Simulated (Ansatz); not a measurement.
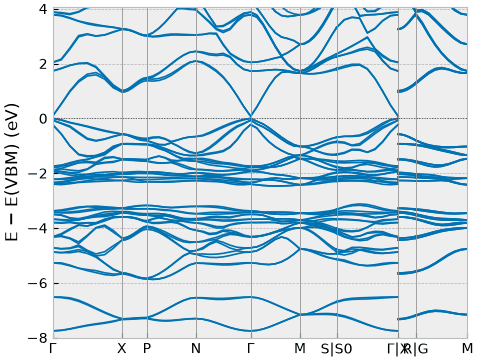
Figure: Band structure from the program Ansatz at the PBEsol with spin–orbit coupling level (PAW)

**Question.** Read off the gap and where the band edges lie.

**Answer.** About 0.1 eV (0.08 eV by a search for the band edges); maximum at Γ, minimum at Γ.

The material is GaCuSe2 (chalcopyrite, I-42d).

The PBEsol relaxation kept the symmetry of its start. The run is not spin-polarised.

Potentials: the later of the program's two PAW sets.
